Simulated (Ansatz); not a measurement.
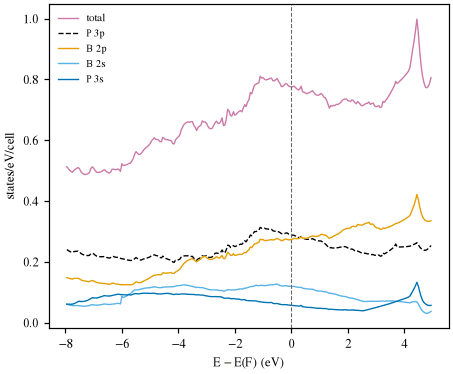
*Total and projected density of states of BP (CsCl type, Pm-3m), plane-wave PAW PBEsol (Ansatz code)*

**Question.** Which orbitals carry the states next to the Fermi level?

**Answer.** Within 0.5 eV of the Fermi level: P 3p 37 %, B 2p 35 %, B 2s 15 %, P 3s 7 %. Projections are on Löwdin-orthogonalised atomic valence shells; empty p or d shells of many metals are not among them.

**Question.** Where is the tallest occupied peak in this window, and what makes it?

**Answer.** Near -1.1 eV, about 0.81 states/eV per cell; the largest projected share is P 3p.

The start of the workflow was typed in or built on a structure type; neither database checked (COD, Materials Project) lists it. It is not the phase usual at ambient conditions (space group No. 216). The PBEsol relaxation kept the symmetry of its start. At this level the phase is dynamically unstable (imaginary phonons). The volume moved by 16 % from the start of the relaxation. Its formation energy is positive at this level, so the cell may be metastable or incomplete.

Potentials: the later of the program's two PAW sets.
